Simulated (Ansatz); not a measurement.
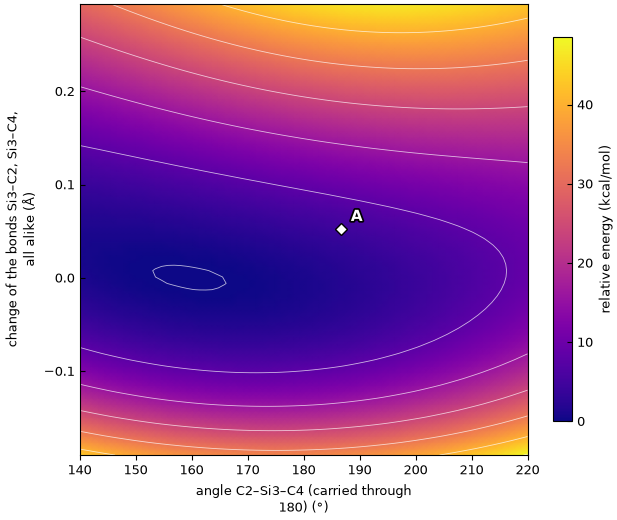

C₃H₅Si, SMILES C=C[Si+]=C, charge +1. The first coordinate is: angle C2–Si3–C4 (carried through 180); the second: change of the bonds Si3–C2, Si3–C4, all alike. Nothing is relaxed (all other coordinates rigid). Grid: 13 × 13 points. Points are written as (first, second). All energies are given in kcal/mol relative to the lowest grid point. These are results of Ansatz, RHF/def2-TZVP, not measurements.

The picture shows a smooth colour map with a few white contour lines, the point A. Between grid points the surface is interpolated.

> Which way does the force act at A, and how strong is it?

A, at (186.7°, 0.052 Å), is not a stationary point. The computed force is 0.14 kcal/mol for each degree towards smaller values of the first coordinate and 83 kcal/mol for each Å towards smaller values of the second coordinate.
